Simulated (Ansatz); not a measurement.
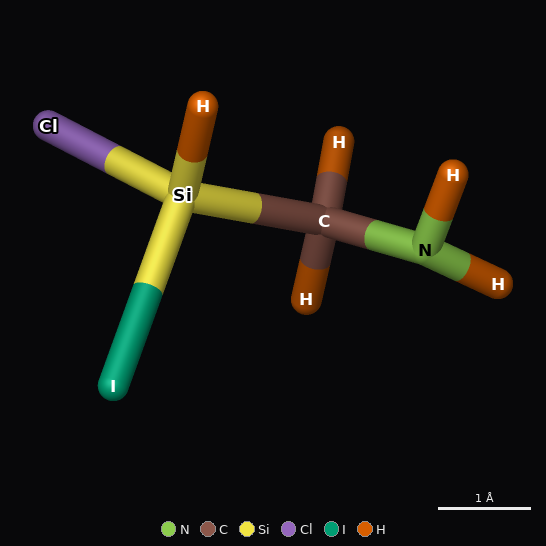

The geometry was computed by an optimisation with PBE0-D4/def2-TZVP.

**What is the molecular formula?**

CH5ClINSi, 10 atoms: 1 carbon, 5 hydrogen, 1 chlorine, 1 iodine, 1 nitrogen and 1 silicon.

**How many atoms are distinct by symmetry?**

10: 1 N, 1 C, 1 Si, 1 Cl, 1 I, 1 H, 1 H, 1 H, 1 H, 1 H.

**What is the point group of this geometry?**

C1.

**Count the bonded pairs by element.**

2 N–H, 2 C–H, 1 C–N, 1 C–Si, 1 Cl–Si, 1 I–Si, 1 Si–H.

More results for the same structure follow; atom numbers are the same in all pictures, views and colours differ.

### Shape

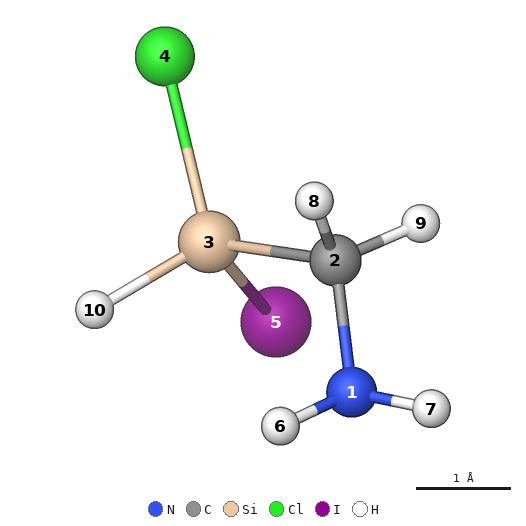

Estimate the angles C2–N1–H6, C2–N1–H7, N1–C2–Si3, N1–C2–H8, N1–C2–H9, Si3–C2–H8, Si3–C2–H9, C2–Si3–Cl4, C2–Si3–I5, C2–Si3–H10, Cl4–Si3–I5, Cl4–Si3–H10, I5–Si3–H10.

```csv
angle,degrees
C2–N1–H6,111.5
C2–N1–H7,111.6
N1–C2–Si3,108.8
N1–C2–H8,115.8
N1–C2–H9,109.4
Si3–C2–H8,109.1
Si3–C2–H9,106.7
C2–Si3–Cl4,109.0
C2–Si3–I5,110.7
C2–Si3–H10,111.8
Cl4–Si3–I5,110.0
Cl4–Si3–H10,107.7
I5–Si3–H10,107.6
```

### Levels of theory compared

Program: Ansatz 0.2.0.

Compare HOMO energy (eV) at these levels: B3LYP-D4/def2-TZVPP; BHLYP-D4/def2-TZVPP; BLYP-D4/def2-TZVPP; PBE-D4/def2-TZVPP; PBE0-D4/def2-QZVPP; PBE0-D4/def2-SVP; r2SCAN-D4/def2-TZVPP; ωB97M-V/def2-SVP; ωB97X-V/def2-TZVPP.

```json
{"level": "B3LYP-D4/def2-TZVPP", "HOMO energy (eV)": "−6.99"}
{"level": "BHLYP-D4/def2-TZVPP", "HOMO energy (eV)": "−8.46"}
{"level": "BLYP-D4/def2-TZVPP", "HOMO energy (eV)": "−5.69"}
{"level": "PBE-D4/def2-TZVPP", "HOMO energy (eV)": "−5.79"}
{"level": "PBE0-D4/def2-QZVPP", "HOMO energy (eV)": "−7.27"}
{"level": "PBE0-D4/def2-SVP", "HOMO energy (eV)": "−7.02"}
{"level": "r2SCAN-D4/def2-TZVPP", "HOMO energy (eV)": "−6.10"}
{"level": "ωB97M-V/def2-SVP", "HOMO energy (eV)": "−9.32"}
{"level": "ωB97X-V/def2-TZVPP", "HOMO energy (eV)": "−9.62"}
```

### Vibrations

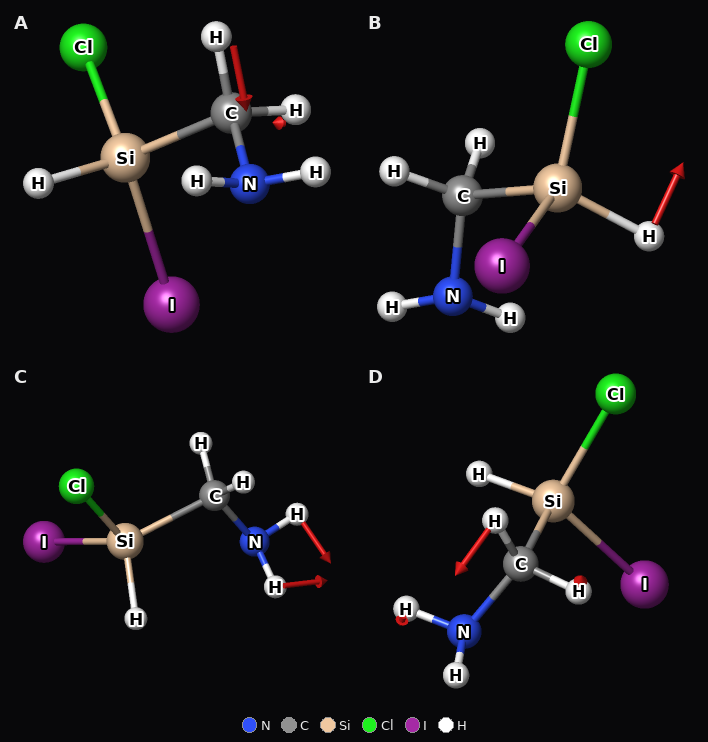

4 normal modes of one molecule or complex, as arrows. Harmonic vibrations computed with RKS PBE0-D4/def2-TZVP, core potentials on I (Ansatz 0.2.0) at a stationary point of the same level.

**Match the panels to the wavenumbers 773 cm⁻¹, 1255 cm⁻¹, 1662 cm⁻¹, 2979 cm⁻¹.**

A: 2979 cm⁻¹, C–H stretching
B: 773 cm⁻¹, angle bending
C: 1662 cm⁻¹, H–N–H bending
D: 1255 cm⁻¹, angle bending

### Dipole moment

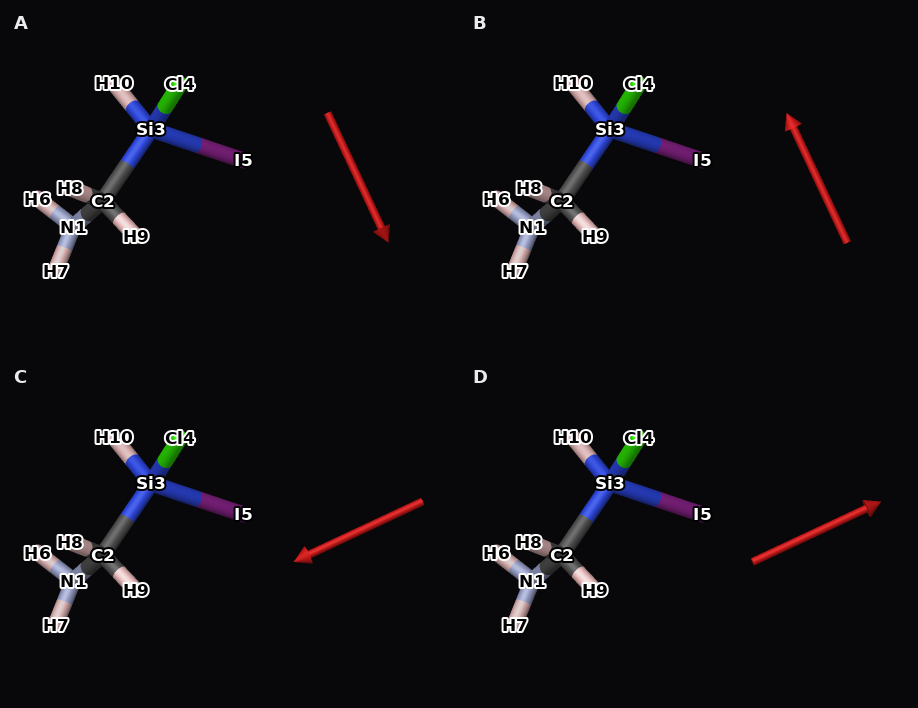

The same molecule four times, each with an arrow. Method: RKS PBE0-D4/def2-TZVP, core potentials on I (Ansatz 0.2.0).

**Which arrow points along the dipole moment, from the negative to the positive end?**

C. The dipole moment is 2.97 D; it points from the side of I5 to the side of H7 (the outermost atoms at the two ends).

### Charges

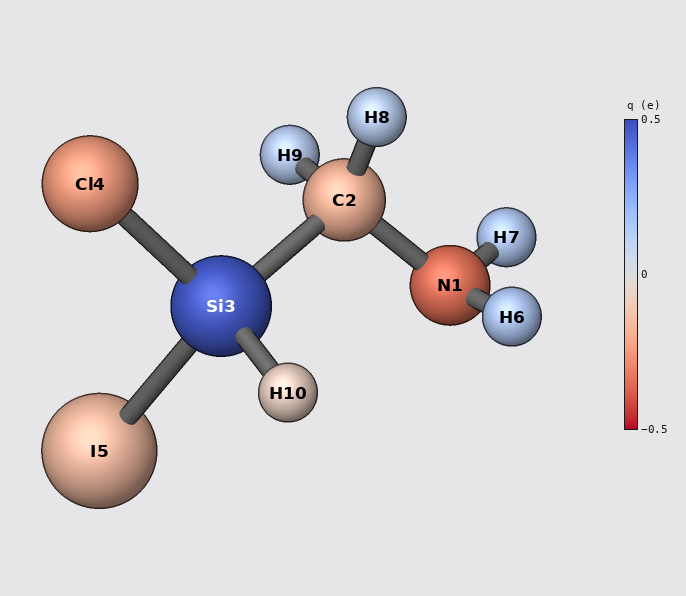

Atoms are coloured by their Mulliken charges. Properties computed with RKS B3LYP-D4/def2-TZVPP, core potentials on I (Ansatz 0.2.0).

**Which atom carries the highest charge (most positive or least negative)?**

Si3 (0.46 e).

**And the lowest?**

N1 (−0.34 e).

Give the Mulliken charges atom by atom.

| atom | value (e) |
| --- | --- |
| N1 | −0.34 |
| C2 | −0.17 |
| Si3 | 0.46 |
| Cl4 | −0.24 |
| I5 | −0.14 |
| H6 | 0.14 |
| H7 | 0.13 |
| H8 | 0.10 |
| H9 | 0.11 |
| H10 | −0.06 |

Mulliken values depend strongly on the basis set and can even reverse the polarity of a bond.
